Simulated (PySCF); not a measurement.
**M06-2X/def2-TZVPP (core potential) run of InF (SMILES [F][In])**

Aim: the vertical singlet–triplet gap of InF at M06-2X/def2-TZVPP (core potential), from 2 runs. Input form: a Python script.

Program for the calculation: PySCF 2.14.0.

4 further runs of the same task are left out: 4 set aside as unsound or not needed. Runs told in other sessions of the task aren't counted.

## 1. Starting point

InF: 2 atoms, total charge 0, spin state singlet. SMILES: `[F][In]`. Geometry: a GFN2-xTB relaxation, a rough one for these elements and not checked as a minimum.

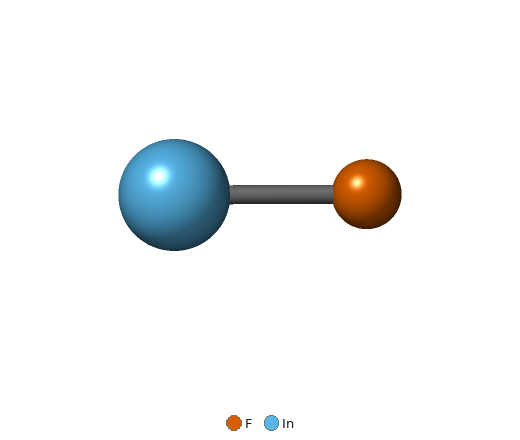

The structure, seen from a chosen angle (fluorine orange, indium blue).

## 2. A single-point energy at M06-2X/def2-TZVPP (core potential)

File calc.py:

```python
# InF
from pyscf import gto, dft

molecule = gto.M(
    atom=[
    ('F', (0.000000, 0.000000, 0.000000)),
    ('In', (0.000000, 0.000000, 2.025490)),
],
    max_memory=1860,
    ecp={'In': 'def2-svp'},
    verbose=3,
    basis='def2-tzvpp',
)

mf = dft.RKS(molecule)
mf.xc = 'm06-2x'
mf.grids.level = 5
mf.conv_tol = 1e-10
mf.kernel()
if not mf.converged:
    mf = mf.newton().run(mf.mo_coeff, mf.mo_occ)

etot = mf.e_tot
print('E = %.10f Eh' % etot)
```

The run is started by

```bash
$ OMP_NUM_THREADS=1 python calc.py
```

Standard output:

```text
converged SCF energy = -289.980182470104
E = -289.9801824701 Eh
```

Wall time 11 s (1 thread of Arm Neoverse V2, shared host); peak memory 0.42 GiB.

## 3. The triplet, same level

File job.py:

```python
from pyscf import gto, dft

mol = gto.Mole()
mol.atom = '''
F      0.000000     0.000000     0.000000
In     0.000000     0.000000     3.827621
'''
mol.max_memory = 1860
mol.charge = 0
mol.verbose = 3
mol.unit = 'bohr'
mol.basis = 'def2-tzvpp'
mol.spin = 2
mol.ecp = {'In': 'def2-svp'}
mol.build()

mf = dft.UKS(mol, xc='m06-2x')
mf.conv_tol = 1e-10
mf.grids.level = 5
mf.kernel()
if not mf.converged:
    mf = mf.newton().run(mf.mo_coeff, mf.mo_occ)

energy = mf.e_tot
print(f'total energy: {energy:.8f} hartree')
```

The run is started by

```bash
$ OMP_NUM_THREADS=1 python job.py
```

Standard output:

```text
WARN: HOMO -0.41297393317301 >= LUMO -0.748417969779794

WARN: HOMO -0.0996080681065941 >= LUMO -0.145098745560357

WARN: HOMO -0.167170799777274 >= LUMO -0.1914250909788

WARN: HOMO -0.182375753062129 >= LUMO -0.215591177587765

WARN: HOMO -0.182381471418399 >= LUMO -0.218809921258348

WARN: HOMO -0.18350347121504 >= LUMO -0.224555203152132

WARN: HOMO -0.183877390801747 >= LUMO -0.226873740494828

WARN: HOMO -0.183916857661966 >= LUMO -0.226601706958

WARN: HOMO -0.184024343128755 >= LUMO -0.226756827992421

WARN: HOMO -0.184048993763732 >= LUMO -0.226691515232421

WARN: HOMO -0.1840502448668 >= LUMO -0.22669454881277

WARN: HOMO -0.18405306689349 >= LUMO -0.226701496930872

WARN: HOMO -0.184052979204001 >= LUMO -0.226702911227662

WARN: HOMO -0.184052998794396 >= LUMO -0.226702877219658

converged SCF energy = -289.845041371081  <S^2> = 2.006678  2S+1 = 3.0044487
total energy: -289.84504137 hartree
```

Wall time 23 s (1 thread of Arm Neoverse V2, shared host); peak memory 0.42 GiB.

## 4. Summary of results

At M06-2X/def2-TZVPP (core potential):

| quantity | value |
| --- | --- |
| singlet: total energy | -289.98018 Eh |
| singlet: dipole moment | 3.69 D |
| singlet: HOMO energy | -8.36 eV |
| singlet: LUMO energy | -1.01 eV |
| singlet: HOMO–LUMO gap | 7.36 eV |
| triplet: total energy | -289.84504 Eh |
| triplet: dipole moment | 3.27 D |
| triplet: HOMO energy (highest over α and β) | -5.01 eV |
| triplet: ⟨S²⟩ | 2.007 |
| vertical energy of the triplet above the singlet | 3.677 eV |

**Reading.** At this shape the triplet lies 3.68 eV (85 kcal/mol) above the singlet.
